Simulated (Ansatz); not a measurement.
# ClH: the cost of one run

Method: PBE0-D4/def2-TZVP structures, single points in def2-TZVPP, no counterpoise correction; program: Ansatz 0.2.0, Gaussian basis.

Levels: SPW92, PBE-D4, BLYP-D4, r2SCAN-D4, B97M-V, PBE0-D4, B3LYP-D4, r2SCAN0-D4, BHLYP-D4, CAM-B3LYP-D4, wB97X-V, wB97M-V, B2PLYP, PBE-QIDH, RPA on PBE, Hartree-Fock, MP2, CCSD, CCSD(T).

Cores are frozen in the correlated methods. B3LYP uses VWN-RPA correlation. B2PLYP carries no dispersion term here.

57 further runs of the same task are left out: 1 that didn't finish, 56 set aside as unsound or not needed.

## 1. The starting structure

The complex: 8 atoms, charge 0, spin multiplicity 1.

Atoms are counted from 1 here; the program's logs count them from 0.

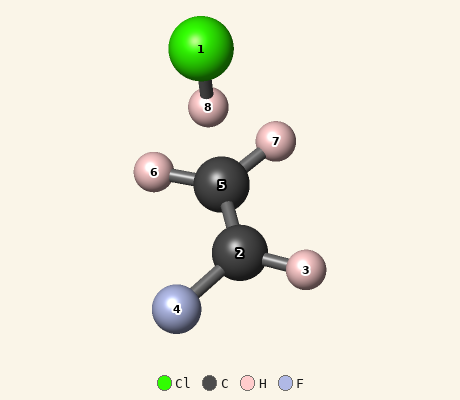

Start geometry, drawn with chlorine green, carbon dark grey, hydrogen pink, fluorine light blue; atoms are numbered from 1 in the order of the file.

As a file:

```mol
C2H4ClF
  3D, bonds by distance, orders not assigned

  8  6  0  0  0  0  0  0  0  0999 V2000
    0.1330   -1.9820    2.0736 Cl  0  0
   -0.1513    0.1193   -1.0184 C   0  0
    0.5463   -0.4427   -1.6301 H   0  0
   -1.4150   -0.0794   -1.3843 F   0  0
    0.1753    0.9142   -0.0157 C   0  0
   -0.5761    1.4544    0.5462 H   0  0
    1.2193    1.0511    0.2307 H   0  0
    0.0685   -1.0348    1.1981 H   0  0
  1  8  8  0
  2  3  8  0
  2  4  8  0
  2  5  8  0
  5  6  8  0
  5  7  8  0
M  END
```

Its parts: HCl holds atoms 1, 8; C2H3F holds atoms 2, 3, 4, 5, 6, 7. Each part counts its atoms afresh in its own runs.

## 2. Relaxing HCl alone

Contents of relax-a/in.yaml:

```yaml
crystal:
  periodic: [false, false, false]
  atoms:
    - {symbol: Cl, position_ang: [0.132951, -1.982034, 2.073601]}
    - {symbol: H, position_ang: [0.068498, -1.034792, 1.198113]}
basis:
  gaussian: {orbitals: def2-TZVP}
hamiltonian: {xc: pbe0, dispersion: d4}
relax: {f_tol: 0.005, max_steps: 200}
```

On the command line:

```
$ ansatz run in.yaml --threads 2 --pin off --events-out ev --progress --plain --max-ram 4352MiB
```

**Question.** How long does this run take on 2 threads of Arm Neoverse N1, shared host?

About 1.2 s.
